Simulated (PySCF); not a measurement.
# C4H8NO2Si (doublet): what the fields show

```yaml
atoms:
  - { symbol: O, position_ang: [-1.9001, 0.8273, 1.4160] }
  - { symbol: C, position_ang: [-1.7498, 0.9741, 0.2407] }
  - { symbol: O, position_ang: [-1.6170, 0.0182, -0.6647] }
  - { symbol: C, position_ang: [-1.5925, -1.3207, -0.1679] }
  - { symbol: C, position_ang: [-0.3452, -1.6169, 0.6298] }
  - { symbol: N, position_ang: [0.7276, -0.9229, 0.6073] }
  - { symbol: C, position_ang: [1.2088, -0.0224, -0.1993] }
  - { symbol: Si, position_ang: [2.4026, 1.2684, 0.4417] }
  - { symbol: H, position_ang: [-1.7133, 1.9504, -0.2718] }
  - { symbol: H, position_ang: [-1.6429, -1.9563, -1.0594] }
  - { symbol: H, position_ang: [-2.4745, -1.4969, 0.4579] }
  - { symbol: H, position_ang: [-0.4049, -2.4327, 1.3345] }
  - { symbol: H, position_ang: [0.9727, -0.0775, -1.2625] }
  - { symbol: H, position_ang: [2.0559, 1.6275, 1.8139] }
  - { symbol: H, position_ang: [2.2845, 2.4252, -0.4522] }
  - { symbol: H, position_ang: [3.7805, 0.7642, 0.3921] }
```

Geometry: GFN2-xTB.

Level of theory: UKS B3LYP, pcH-1 on C H N O Si, non-relativistic, mean-field spin-orbit, GIAO (PySCF).

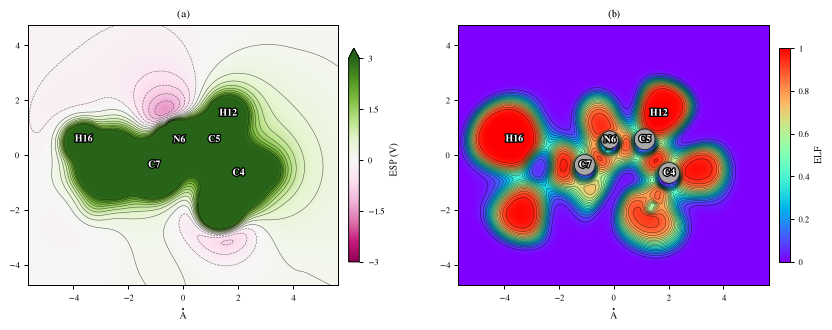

Figure 1. (a) electrostatic potential; (b) electron localisation function on the plane of atoms C4, C5 and H12. Grey discs cover the atomic cores in the ELF map.

**Read the bonding off the picture.**

The section cuts through C, N and H sites. C–N (1.28 Å): the ELF peaks at about 0.85 between the atoms (localised, covalent bonding). C–C (1.51 Å): the ELF peaks at about 0.95 between the atoms: localised, covalent bonding. C–H (1.08 Å): the ELF is about 1 at the midpoint: an ordinary covalent bond to hydrogen. The ELF also peaks beside O3 and N6, away from the bonds: non-bonding electrons, paired or unpaired. Outside the dense part of the molecule the potential is most negative (−1.5 V) near N6.

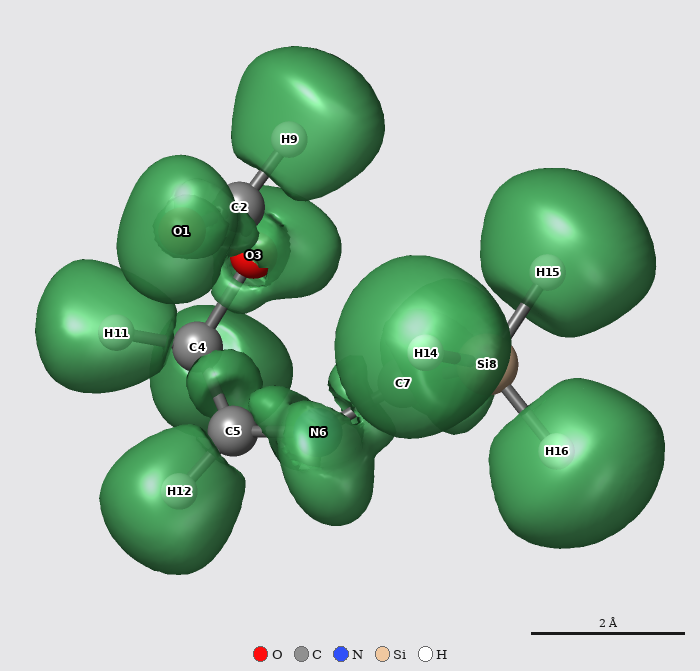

Figure 2. Isosurface of the electron localisation function at 0.75 (green), seen at a tilt. Core shells and regions of very low density are left out.

**Identify the bonds, lone pairs and shells in this picture.**

At this value the surface marks out one region between bonded C–C atoms (shared pairs), one region between bonded C–Si atoms (shared pairs), eight regions around hydrogen nuclei, one region on N in which the atom's valence shell and bonds are merged, one region on O in which the atom's valence shell and bonds are merged and one region wrapped around O (its lone pairs, merged into a ring or cap). Profiles from the grid: C–O (1.19 Å): the ELF is about 0.55 at the midpoint and 0.30 at its lowest between the atoms.

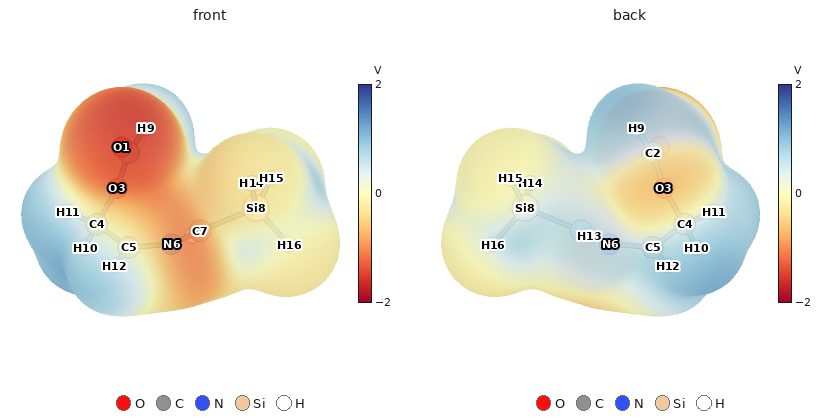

Figure 3. The electrostatic potential painted on the density surface at 0.001 e/bohr³, seen from the front and from behind; the colour scale runs from red (negative) to blue (positive).

**Where is the surface potential most negative and most positive?**

The most negative region (about −1.5 V, or −35 kcal/mol for a unit charge) lies over O1, the most positive (about +1.1 V, or +25 kcal/mol for a unit charge) over C4 and H10. O1 is the likeliest acceptor of a hydrogen bond.
